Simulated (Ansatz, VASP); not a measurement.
# Cross-check of Ba3Mg between VASP and Ansatz, part 2 of 2

One calculation is typed for both programs; each brings its own data sets. How far apart do they land? The cell is invented: As first built, before any earlier steps moved the atoms (in the runner's words): it takes the Sr3Mg structure with some of its atoms replaced by other elements, volume scaled by an estimate. It may not be a known or stable phase.  Valence electrons are named where the data sets of a main pair hold unlike numbers.

VASP 6.6.1 and Ansatz 0.2.0.

So far: The structure; VASP: band structure, PBEsol with D4.

## Step 3: Ansatz: band structure, PBEsol with D4

Level of this step: Ansatz beside VASP: Kohn-Sham DFT, plane waves, PBEsol with D4 (Ansatz).

Ansatz runs on its default PAW (the set named soft_2) files.

The same cell, functional, mesh and smearing now go to Ansatz, which takes its cutoff from its data sets.

Contents of input.yaml:

```yaml
crystal:
  lattice:
    - [4.4745901924, 0.0, 0.0]
    - [-2.2372950962, 3.8751086997, 0.0]
    - [0.0, 0.0, 12.8393913397]
  atoms:
    - { symbol: Ba, position: [0.33333333, 0.66666667, 0.0], spin: 0.5 }
    - { symbol: Ba, position: [0.0, 0.0, 0.291752291], spin: 0.5 }
    - { symbol: Ba, position: [0.0, 0.0, 0.708247709], spin: 0.5 }
    - { symbol: Mg, position: [0.33333333, 0.66666667, 0.5] }
hamiltonian:
  xc: pbesol
  pseudopotentials: { kind: paw }
  dispersion: d4
magnetization:
  spin_polarized: true
kpoints:
  mp_grid: { grid: [6, 6, 2] }
  band_path:
    path:
      - [0.0, 0.0, 0.0]
      - [0.13333, 0.0, 0.0]
      - [0.3, 0.0, 0.0]
      - [0.46667, 0.0, 0.0]
      - [0.46667, 0.06667, 0.0]
      - [0.41111, 0.17778, 0.0]
      - [0.35556, 0.28889, 0.0]
      - [0.28889, 0.28889, 0.0]
      - [0.17778, 0.17778, 0.0]
      - [0.06667, 0.06667, 0.0]
      - [0.0, 0.0, 0.03333]
      - [0.0, 0.0, 0.2]
      - [0.0, 0.0, 0.36667]
      - [0.0, 0.0, 0.5]
      - [0.16667, 0.0, 0.5]
      - [0.3, 0.0, 0.5]
      - [0.46667, 0.0, 0.5]
      - [0.46667, 0.06667, 0.5]
      - [0.41111, 0.17778, 0.5]
      - [0.35556, 0.28889, 0.5]
      - [0.28889, 0.28889, 0.5]
      - [0.17778, 0.17778, 0.5]
      - [0.06667, 0.06667, 0.5]
      - [0.5, 0.0, 0.46667]
      - [0.5, 0.0, 0.3]
      - [0.5, 0.0, 0.13333]
      - [0.33333, 0.33333, 0.0]
      - [0.33333, 0.33333, 0.16667]
      - [0.33333, 0.33333, 0.33333]
      - [0.33333, 0.33333, 0.5]
    npoints: 1
scf:
  occupations: { method: fermi_dirac, width: 0.05 }
  n_extra_bands: 8
output:
  forces: true
  stress: true
  eigenvalues: true
  write_density: true
  write_potential: true
  elf: true
  volumetric_format: npy
```

Run with:

```bash
$ ansatz run input.yaml --threads 2 --pin off --max-ram 4608MiB --backend cpu --events-out ev --progress --plain --runs-dir out
```

Numbers of over 12 decimals in the logs are rounded to 6 here.

What it wrote:

```text
scf.n_extra_bands = 8 over 20 filled bands (N_el = 40.0): the run solves 28 bands
Engine: ansatz 0.2.0, aarch64-unknown-linux-gnu
Pseudopotentials: kind: paw
Pseudopotential: Ba, paw, valence charge 10, recommended cutoff 420 eV (normal), Ba.paw.azcp
Pseudopotential: Mg, paw, valence charge 10, recommended cutoff 420 eV (normal), Mg.paw.azcp
Functional definition: PBEsol
  exchange = pbesol_x
  correlation = pbesol_c
Crystal: 4 atoms, lattice volume = 222.629 Å³
Basis set: ecut = 420 eV, 4357 PW (Γ), exchange–correlation on 60×60×180 points (8 copies of the dense FFT grid, shifted against one another)
Bands: 28, of which v1, the nominal top of the filled ones, is band 20 counted from 1 (19 counted from 0)
Symmetry: 12 space group operations
Space group: P-6m2 (ITA 187), of the structure as read, at distance tolerance 6.1e-5 Å
Magnetic group: BNS 187.209 (UNI 1439), of the structure as read, at distance tolerance 6.1e-5 Å
k-points: 14 of 72 (time reversal used)
Non-local potential: Ba, projectors of the file, l = 0: 3, l = 1: 2, l = 2: 2, l = 3: 2
Non-local potential: Mg, projectors of the file, l = 0: 3, l = 1: 2, l = 2: 1
PAW form: soft (Blöchl's): semilocal exchange-correlation on the pseudo side does not see the compensation charge
PAW frozen core: Ba, regenerated for the run's functional, and the local potential with it (the file was generated under x = pbe(κ = 0.804, μ = 0.219515), c = pbe(β = 0.066725))
PAW frozen core: Mg, regenerated for the run's functional, and the local potential with it (the file was generated under x = pbe(κ = 0.804, μ = 0.219515), c = pbe(β = 0.066725))
PAW one-centre angular grid: Ba, 194 points (default); XC on 64 Gauss nodes
PAW one-centre angular grid: Mg, 110 points (default); XC on 64 Gauss nodes
Initial density: superposition of atomic densities (chi_scale 0.1, normalization cell)
Starting moments: Σ|m| = 1.5 μB on 3 of 4 sites
Initial wavefunctions: pseudopotential atomic-orbital guess
Functional: x = pbesol(κ = 0.804, μ = 0.123457), c = pbesol(β = 0.046)
iter 1 solved again at ethr=1.28e-3 eV; its pass at ethr=3.10e-3 eV (dr2=5.12e-1 eV) is discarded
SCF iter   1: F=—  HF=-19499.827793 eV  |F-HF|=—  |Δ(HF+E_count)|=         —  Δρ=8.03e-3 (↑7.72e-3 ↓8.03e-3)  dr2=5.22e-1  dr2_m=9.99e-2  M=0.317 μB ∫|m|=0.317 μB  β_m=0.30  ethr=1.28e-3  ⟨swp⟩=1.0  Hψ=5543  notcnv=0
preconditioner: auto → Kerker (q_TF=auto, 2.049 Å⁻¹)  [metal: Δε(μ)=0.051 eV  Ē_g=2.197 eV  σ=0.050 eV  W_gap=0.24  n_scr=38 (ndim 8)  ℏωp=7.0 eV  f_vac=0.000  D(μ)=5.02/eV (n_scr^D=38)]
spin=Collinear: Kerker preconditioning applied to the charge; magnetization (m = ρ↑ − ρ↓) channel mixes plain (no charge-response kernel on spin).
SCF iter   2: F=—  HF=-19499.831821 eV  |F-HF|=—  |Δ(HF+E_count)|=   4.03e-3  Δρ=5.90e-3 (↑5.62e-3 ↓5.90e-3)  dr2=3.05e-1  dr2_m=5.16e-2  M=0.252 μB ∫|m|=0.253 μB  β_m=0.30  ethr=1.28e-3  ⟨swp⟩=1.1  Hψ=789  notcnv=0
SCF iter   3: F=—  HF=-19499.799439 eV  |F-HF|=—  |Δ(HF+E_count)|=   3.24e-2  Δρ=3.81e-3 (↑3.69e-3 ↓3.81e-3)  dr2=1.00e-2  dr2_m=2.71e-2  M=0.178 μB ∫|m|=0.181 μB  β_m=0.30  ethr=7.61e-4  ⟨swp⟩=3.2  Hψ=1224  notcnv=0
SCF iter   4: F=—  HF=-19499.808453 eV  |F-HF|=—  |Δ(HF+E_count)|=   9.01e-3  Δρ=2.69e-3 (↑2.62e-3 ↓2.69e-3)  dr2=5.68e-3  dr2_m=1.40e-2  M=0.147 μB ∫|m|=0.151 μB  β_m=0.30  ethr=2.51e-5  ⟨swp⟩=2.1  Hψ=1353  notcnv=0  defer=1
SCF iter   5: F=—  HF=-19499.814243 eV  |F-HF|=—  |Δ(HF+E_count)|=   5.79e-3  Δρ=1.90e-3 (↑1.89e-3 ↓1.90e-3)  dr2=5.92e-4  dr2_m=7.23e-3  M=0.124 μB ∫|m|=0.128 μB  β_m=0.30  ethr=1.42e-5  ⟨swp⟩=2.1  Hψ=945  notcnv=0  defer=1
SCF iter   6: F=—  HF=-19499.817120 eV  |F-HF|=—  |Δ(HF+E_count)|=   2.88e-3  Δρ=1.37e-3 (↑1.37e-3 ↓1.36e-3)  dr2=1.96e-4  dr2_m=3.75e-3  M=0.105 μB ∫|m|=0.109 μB  β_m=0.30  ethr=1.48e-6  ⟨swp⟩=2.2  Hψ=1283  notcnv=0  defer=1
SCF iter   7: F=—  HF=-19499.818782 eV  |F-HF|=—  |Δ(HF+E_count)|=   1.66e-3  Δρ=9.87e-4 (↑9.87e-4 ↓9.75e-4)  dr2=4.15e-5  dr2_m=1.95e-3  M=0.090 μB ∫|m|=0.094 μB  β_m=0.30  ethr=4.90e-7  ⟨swp⟩=2.7  Hψ=1356  notcnv=0  defer=1
Mixer restart at iter 7: flushing history
spin-set hold released at iteration 7 (site moments contracting): the magnetisation degrees of freedom join the quasi-Newton model from the next iteration; the mixer history was flushed
SCF iter   8: F=—  HF=-19499.819793 eV  |F-HF|=—  |Δ(HF+E_count)|=   1.01e-3  Δρ=7.14e-4 (↑7.14e-4 ↓7.06e-4)  dr2=2.28e-5  dr2_m=1.03e-3  M=0.077 μB ∫|m|=0.082 μB  β_m=0.65  ethr=1.04e-7  ⟨swp⟩=2.1  Hψ=1343  notcnv=0  defer=1
SCF iter   9: F=—  HF=-19499.821065 eV  |F-HF|=—  |Δ(HF+E_count)|=   1.27e-3  Δρ=6.66e-5 (↑6.52e-5 ↓6.66e-5)  dr2=1.32e-6  dr2_m=8.76e-6  M=0.034 μB ∫|m|=0.044 μB  β_m=0.82  ethr=5.69e-8  ⟨swp⟩=2.5  Hψ=1404  notcnv=0  defer=1
SCF iter  10: F=—  HF=-19499.821146 eV  |F-HF|=—  |Δ(HF+E_count)|=   8.08e-5  Δρ=4.05e-5 (↑3.94e-5 ↓4.05e-5)  dr2=3.91e-7  dr2_m=3.22e-6  M=0.022 μB ∫|m|=0.032 μB  β_m=0.91  ethr=3.31e-9  ⟨swp⟩=3.0  Hψ=1412  notcnv=0  defer=1
SCF iter  11: F=—  HF=-19499.821202 eV  |F-HF|=—  |Δ(HF+E_count)|=   5.62e-5  Δρ=1.44e-5 (↑1.44e-5 ↓1.42e-5)  dr2=1.54e-8  dr2_m=4.14e-7  M=0.006 μB ∫|m|=0.014 μB  β_m=0.96  ethr=2.50e-10  ⟨swp⟩=10.8  Hψ=7370  notcnv=0
SCF iter  12: F=—  HF=-19499.821211 eV  |F-HF|=—  |Δ(HF+E_count)|=   9.60e-6  Δρ=5.26e-6 (↑5.26e-6 ↓4.99e-6)  dr2=1.93e-8  dr2_m=4.97e-8  M=0.002 μB ∫|m|=0.004 μB  β_m=0.98  ethr=3.85e-11  ⟨swp⟩=13.1  Hψ=6985  notcnv=0
SCF iter  13: F=—  HF=-19499.821213 eV  |F-HF|=—  |Δ(HF+E_count)|=   1.10e-6  Δρ=1.97e-6 (↑1.97e-6 ↓1.84e-6)  dr2=2.34e-9  dr2_m=6.85e-9  M=0.000 μB ∫|m|=0.001 μB  β_m=0.99  ethr=3.85e-11  ⟨swp⟩=11.5  Hψ=6206  notcnv=0
SCF iter  14: F=—  HF=-19499.821213 eV  |F-HF|=—  |Δ(HF+E_count)|=   1.31e-7  Δρ=6.12e-7 (↑6.12e-7 ↓6.02e-7)  dr2=1.08e-10  dr2_m=7.37e-10  M=0.000 μB ∫|m|=0.000 μB  β_m=0.99  ethr=5.85e-12  ⟨swp⟩=9.0  Hψ=4756  notcnv=0
SCF iter  15: F=—  HF=-19499.821213 eV  |F-HF|=—  |Δ(HF+E_count)|=   1.36e-8  Δρ=2.29e-7 (↑2.29e-7 ↓2.29e-7)  dr2=1.33e-11  dr2_m=1.06e-10  M=0.000 μB ∫|m|=0.000 μB  β_m=1.00  ethr=1.00e-12  ⟨swp⟩=8.1  Hψ=4066  notcnv=0
SCF iter  16: F=-19499.821213 eV  HF=-19499.821213 eV  |F-HF|=6.91e-11  |Δ(HF+E_count)|=   1.92e-9  Δρ=6.99e-8 (↑6.71e-8 ↓6.99e-8)  dr2=9.80e-13  dr2_m=9.44e-12  M=0.000 μB ∫|m|=0.000 μB  ethr=1.00e-12  ⟨swp⟩=7.2  Hψ=3842  notcnv=0
WARN: dispersion: an atom stands within reach of a switch of its C6 between two reference coordination numbers of its element: through that C6 alone, e_disp changes by 0.025 eV or more while the distances to its neighbours run over a stretch of 0.05 Å that contains this geometry (sites counted from 0 in the run's list of atoms or, in a supercell that it derives, in that cell's: here a list of 4) — site 1 (Ba): coordination number 8.131 (about 7.65 to 8.61 with every neighbour 0.05 Å farther or nearer), switch near 8.078 between the references 14.677 (weight 1.00) and 1.478 (weight 0.00), e_disp changing by some 0.03 eV; [rest of the remark cut]
SCF 1 converged in 16 iterations: F = -19499.821213 eV  dr2 = 9.80e-13
  greatest PAW one-centre occupation: 1.000 electrons in one spin orbital (limit 2), on the Mg atom at site 3 (counted from 0), in its partial waves of l = 0
WARN: the starting moments were not kept: the SCF closed with an absolute magnetisation of 4.4e-5 μB, where they sum to 1.5 μB in size (3 sites). That is at most 0.1 of that sum. Measured as dr2_m measures the in/out step, that magnetisation stands 4.0e-11 eV from none, at or under the dr2_threshold of 1.0e-7 eV: it is no larger than a step whose dr2_m would equal this threshold. The system may hold no moment; this S [...]
NSCF: frozen V_eff on 30 k-points
SCF converged after 16 iterations
Magnetization: 0.0000 μB (20.0000 up, 20.0000 down)
Absolute magnetization: 0.0000 μB (∫|ρ↑−ρ↓|, with the PAW one-centre terms)
Spin contamination: 0.0000 ħ² per cell (⟨S²⟩ above its minimum at these occupations)
Per-site moments (μB) at R_I (Å): [(-6.488256665730783e-6, 1.845768), (2.010187325800565e-6, 1.533649), (2.010187325906981e-6, 1.533649), (2.2440151715580768e-7, 1.533649)]
Free energy (F): -19499.821213 eV
Harris-Foulkes:  -19499.821213 eV  (|F-HF|=6.91e-11)
Internal energy: -19499.787358 eV  (E = F + TS)
E sigma→0 (E₀):  -19499.804285 eV
Entropy (-TS):   -0.033855 eV (-8.464 meV/atom)
Fermi energy:    5.321256 eV
--- Per-component energies (eV) ---
  E_band       = -630.469996
  E_kinetic    = 572.687229
  E_local      = -3160.862591  (includes V_loc(G=0)·N_el)
  E_nonlocal   = 272.317604
  E_hartree    = 1129.506975
  E_xc         = -522.081930
  E_vxc        = -434.578055  (∫ρ·V_xc dr)
  E_paw        = -15703.280240  (= ΣΔE_a)
  E_vpaw       = -139.048145  (= ΣTr[D̂ρ^β])
  E_aug_tail   = -0.000008  (compensation charges beyond the density's cutoff)
  E_ewald      = -2088.298095
  E_disp       = -0.289464  (pairwise vdW)
  E_core_change = 0.513162  (= ΣΔE_core)
  E_smearing   = -0.033855  (= −TS)
  E_closure    = 0.000000  (closes the sum)
  Σ components = -19499.821213   (vs F -19499.821213, Δ=0.00e0)
--- Forces (eV/Å), atoms counted from 1 ---
  atom   1  Ba    -0.00000000     0.00000000     0.00000000
  atom   2  Ba     0.00000000     0.00000000     0.00835993
  atom   3  Ba     0.00000000     0.00000000    -0.00835993
  atom   4  Mg     0.00000000     0.00000000     0.00000000
  max |Σ_I F_I| component: 6.48e-17 eV/Å
--- Stress (GPa, compression-positive) ---
       -0.938589       0.000000       0.000000
        0.000000      -0.938589       0.000000
        0.000000       0.000000      -0.899131
  P = ⅓ Tr σ = -0.9254 GPa (-9.254 kbar)
--- Band table (eV; the first three rows and the last of 28) ---
  k-point 0 ↑: bands = [... 16 lower, 1.6316, 3.2426, 3.3697, 4.7017, 6.1362, 6.5486, 6.9697, 6.9697, ... 4 higher]
  k-point 1 ↑: bands = [... 16 lower, 1.6977, 2.7577, 4.0107, 4.5306, 6.1364, 6.3754, 7.0306, 7.0306, ... 4 higher]
  k-point 2 ↑: bands = [... 16 lower, 1.9371, 3.5592, 3.7713, 5.0319, 5.8400, 6.3455, 6.5090, 6.7114, ... 4 higher]
  k-point 13 ↓: bands = [... 16 lower, 3.6909, 4.8721, 5.0339, 5.4364, 5.4650, 5.5676, 5.6809, 5.7036, ... 4 higher]
```

It took 48 s on 2 threads of Arm Neoverse N1, shared host; peak memory 0.49 GiB.

## Step 4: Side by side

Known differences besides the potentials themselves: the data sets hold 40 valence electrons in Ansatz (on its default PAW (the set named soft_2) files) and 32 in VASP; the cutoff is 420 eV in Ansatz and 400 eV in VASP; Ansatz makes its cores anew for this functional, VASP keeps those of its PBE data sets; VASP leaves aspherical gradient terms in its spheres out (LASPH is not set), Ansatz keeps them. Total energies have different zeros and are not compared.

Both answers:

| quantity | Ansatz | VASP | difference |
| --- | --- | --- | --- |
| pressure (GPa) | -0.93 | -0.88 | -0.05 |

At this near-relaxed geometry the largest component of a force difference is 5 meV/Å.

## Step 5: Ansatz: band structure, LDA

A single point gives forces, pressure and levels at one fixed geometry, so differences don't come from the geometry; what else differs is listed under the comparison.

Changes to input.yaml since step 3:

```diff
@@ -6,12 +6,9 @@
   atoms:
-    - { symbol: Ba, position: [0.33333333, 0.66666667, 0.0], spin: 0.5 }
-    - { symbol: Ba, position: [0.0, 0.0, 0.291752291], spin: 0.5 }
-    - { symbol: Ba, position: [0.0, 0.0, 0.708247709], spin: 0.5 }
+    - { symbol: Ba, position: [0.33333333, 0.66666667, 0.0] }
+    - { symbol: Ba, position: [0.0, 0.0, 0.291752291] }
+    - { symbol: Ba, position: [0.0, 0.0, 0.708247709] }
     - { symbol: Mg, position: [0.33333333, 0.66666667, 0.5] }
 hamiltonian:
-  xc: pbesol
+  xc: lda
   pseudopotentials: { kind: paw }
-  dispersion: d4
-magnetization:
-  spin_polarized: true
 kpoints:
@@ -58,5 +55 @@
   eigenvalues: true
-  write_density: true
-  write_potential: true
-  elf: true
-  volumetric_format: npy
```

What it wrote:

```text
[...]
Crystal: 4 atoms, lattice volume = 222.629 Å³
Basis set: ecut = 420 eV, 4357 PW (Γ)
Bands: 28, of which v1, the nominal top of the filled ones, is band 20 counted from 1 (19 counted from 0)
Symmetry: 12 space group operations
[...]
k-points: 14 of 72 (time reversal used)
[...]
k-point 0: bands = [... 16 lower, 1.5053, 3.1240, 3.2487, 4.5672, 6.0428, 6.3985, 6.8126, 6.8126, ... 4 higher]
  k-point 1: bands = [... 16 lower, 1.5714, 2.6377, 3.8828, 4.4118, 6.0246, 6.2447, 6.8716, 6.8716, ... 4 higher]
  k-point 2: bands = [... 16 lower, 1.8095, 3.4418, 3.6528, 4.8995, 5.7360, 6.2073, 6.3632, 6.5613, ... 4 higher]
  k-point 13: bands = [... 16 lower, 3.5226, 4.7762, 4.9094, 5.3108, 5.3602, 5.4676, 5.5513, 5.5894, ... 4 higher]
[key lines of the parts left out:]
SCF converged after 7 iterations
Free energy (F): -19239.907251 eV
Fermi energy:    5.203718 eV
P = ⅓ Tr σ = -1.3523 GPa (-13.523 kbar)
```

It took 14 s on 2 threads; peak memory 0.41 GiB.

## Step 6: VASP: band structure, LDA

The same cell, functional (in two slightly different forms), mesh and smearing now go to VASP, with its own data sets.

Contents of INCAR:

```
SYSTEM = Ba3Mg
PREC = Accurate
ENCUT = 400
EDIFF = 1E-06
NELM = 100
ISMEAR = -1
SIGMA = 0.05
LREAL = .FALSE.
ALGO = Normal
GGA = CA
LORBIT = 11
LWAVE = .FALSE.
LCHARG = .FALSE.
KPAR = 2
```

Contents of POSCAR:

```
Ba3Mg
1.0
    4.4745901924      0.0000000000      0.0000000000
   -2.2372950962      3.8751086997      0.0000000000
    0.0000000000      0.0000000000     12.8393913397
Ba Mg
3 1
Direct
    0.3333333300      0.6666666700      0.0000000000
    0.0000000000      0.0000000000      0.2917522910
    0.0000000000      0.0000000000      0.7082477090
    0.3333333300      0.6666666700      0.5000000000
```

Contents of KPOINTS:

```
Automatic mesh
0
Gamma
6 6 2
0 0 0
```

Contents of KPOINTS_OPT:

```
Line mode
16
Line-mode
Reciprocal
  0.00000000   0.00000000   0.00000000 GAMMA
  0.50000000   0.00000000   0.00000000 M

  0.50000000   0.00000000   0.00000000 M
  0.33333333   0.33333333   0.00000000 K

  0.33333333   0.33333333   0.00000000 K
  0.00000000   0.00000000   0.00000000 GAMMA

  0.00000000   0.00000000   0.00000000 GAMMA
  0.00000000   0.00000000   0.50000000 A

  0.00000000   0.00000000   0.50000000 A
  0.50000000   0.00000000   0.50000000 L

  0.50000000   0.00000000   0.50000000 L
  0.33333333   0.33333333   0.50000000 H

  0.33333333   0.33333333   0.50000000 H
  0.00000000   0.00000000   0.50000000 A

  0.50000000   0.00000000   0.50000000 L
  0.50000000   0.00000000   0.00000000 M

  0.33333333   0.33333333   0.00000000 K
  0.33333333   0.33333333   0.50000000 H
```

PAW data sets: Ba_sv and Mg (LDA family, release 64).

Run with:

```bash
$ mpirun -np 2 vasp_std
```

What it wrote:

```text
[banner, memory and clock lines left out]
running    2 mpi-ranks, on    1 nodes
[...]
LDA part: xc-table for (Slater(with rela. corr.)+CA(PZ))
 , standard interpolation
 POSCAR, INCAR and KPOINTS ok, starting setup
[...]
entering main loop
       N       E                     dE             d eps       ncg     rms          rms(c)
DAV:   1     0.225429491273E+03    0.22543E+03   -0.11228E+04   560   0.105E+03
DAV:   2     0.119871602209E+02   -0.21344E+03   -0.21021E+03   740   0.229E+02
DAV:   3    -0.729614736087E+01   -0.19283E+02   -0.19053E+02   884   0.730E+01
DAV:   4    -0.818285030244E+01   -0.88670E+00   -0.87428E+00   808   0.135E+01
[...]
DAV:  10    -0.812939346749E+01    0.77935E-05   -0.30324E-04   888   0.717E-02    0.211E-02
DAV:  11    -0.812939658145E+01   -0.31140E-05   -0.35970E-05   768   0.266E-02    0.662E-03
DAV:  12    -0.812939677996E+01   -0.19851E-06   -0.61398E-06   664   0.114E-02
   1 F= -.81293968E+01 E0= -.81123805E+01  d E =-.340325E-01
 Start KPOINTS_OPT (optional k-point list driver)
k-point batch [1-14\144]
       N       E                     dE             ncg
DAV:   1    -0.192337064492E+04   -0.61970E+04      560
DAV:   2    -0.520072109901E+04   -0.32774E+04      748
DAV:   3    -0.549081512139E+04   -0.29009E+03      836
DAV:   4    -0.550553027220E+04   -0.14715E+02      832
DAV:   5    -0.550580451309E+04   -0.27424E+00      776
DAV:   6    -0.550581965650E+04   -0.15143E-01      888
DAV:   7    -0.550581986074E+04   -0.20424E-03      824
DAV:   8    -0.550581987498E+04   -0.14240E-04      672
DAV:   9    -0.550581987553E+04   -0.54621E-06      472
[...]
k-point batch [141-144\144]
       N       E                     dE             ncg
DAV:   1     0.764855403934E+04   -0.39216E+04      160
DAV:   2     0.682831609312E+04   -0.82024E+03      216
DAV:   3     0.676073544851E+04   -0.67581E+02      224
DAV:   4     0.675737102745E+04   -0.33644E+01      256
[...]
DAV:   8     0.675716134412E+04   -0.78207E-04      232
DAV:   9     0.675716133821E+04   -0.59053E-05      196
DAV:  10     0.675716133746E+04   -0.74663E-06      216
```

OUTCAR, selected parts (step 6):

```text
  Total       -1.8817145     -1.8817145     -1.9374652      0.0000000      0.0000000      0.0000000
  in kB      -13.5419975    -13.5419970    -13.9432145      0.0000000      0.0000000      0.0000000
  external PRESSURE =     -13.6757363 kB  Pullay stress =       0.0000000 kB

 POSITION                                       TOTAL-FORCE (eV/Angst)
 -----------------------------------------------------------------------------------
     -0.00000      2.58341      0.00000         0.000000     -0.000000     -0.000000
      0.00000      0.00000      3.74592        -0.000000     -0.000000      0.035724
      0.00000      0.00000      9.09347        -0.000000     -0.000000     -0.035724
     -0.00000      2.58341      6.41970        -0.000000      0.000000     -0.000000
 -----------------------------------------------------------------------------------
    total drift:                                0.000013     -0.000008     -0.000000

  FREE ENERGIE OF THE ION-ELECTRON SYSTEM (eV)
  ---------------------------------------------------
  free  energy   TOTEN  =        -8.1293967800 eV

  energy  without entropy=       -8.0953642655  energy(sigma->0) =       -8.11238052

[... 1 part as in an earlier step ...]

[... 2 further parts left out ...]
[key lines of the parts left out:]
E-fermi :   1.3577
```

The run ends at a pressure of -1.37 GPa, with forces up to 0.036 eV/Å.

## Step 7: Side by side

What differs besides the data sets and the points named for the pairs above, as far as they apply: the two LDA forms differ slightly; the data sets hold 40 valence electrons in Ansatz (on its default PAW (the set named soft_2) files) and 32 in VASP; VASP's log shows a relativistic correction to its local exchange, Ansatz's none. Total energies have different zeros and are not compared.

Compared:

| quantity | Ansatz | VASP | difference |
| --- | --- | --- | --- |
| pressure (GPa) | -1.35 | -1.37 | +0.02 |

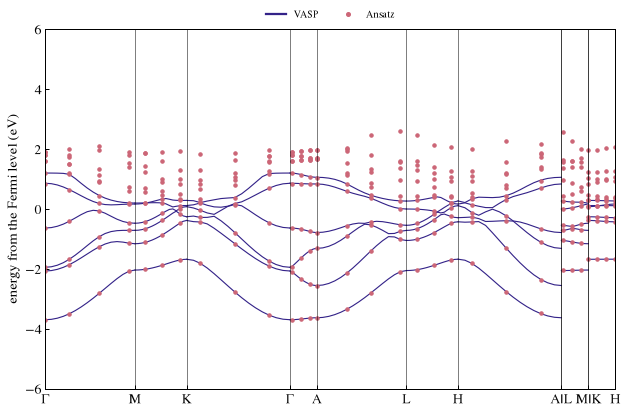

Bands from VASP (lines) and levels from Ansatz (dots). Dots without a line are higher empty bands that the VASP plot leaves out.

At this near-relaxed geometry the largest component of a force difference is 10 meV/Å. Levels from 3 eV below to 2 eV above the Fermi level differ by 5 meV r.m.s. and 16 meV at most; each VASP level is matched to the nearest of Ansatz, which flatters the figure a little.

## Step 8: What came out

| Quantity | Value |
| --- | --- |
| difference in pressure (band structure, PBEsol with D4) | -0.048 GPa |
| r.m.s. difference of levels near the Fermi level (band structure, LDA) | 5.0 meV |

What this shows: The r.m.s. difference of levels near the Fermi level is 5.0 meV (band structure, LDA), within the 80 meV picked in this series as the mark of a large difference. The data sets hold unlike numbers of valence electrons (40 in Ansatz and 32 in VASP), so part of the differences comes from the potentials. Such differences can come from data sets, numerical settings and the points named under the comparisons, not from the functional's error against experiment.

[Lines on the potential files, build, host, timing and source positions are cut from VASP's logs without a mark.]

[Logs are printed without paths, hosts, clocks, repeated set-up lines and the standing remarks that a program may print on its own settings, such as how far it seeks lower states.]

[Hosts, paths, dates, database ids (printed as entryN), source tags and the programs' standing remarks are cut or masked in the printed files.]
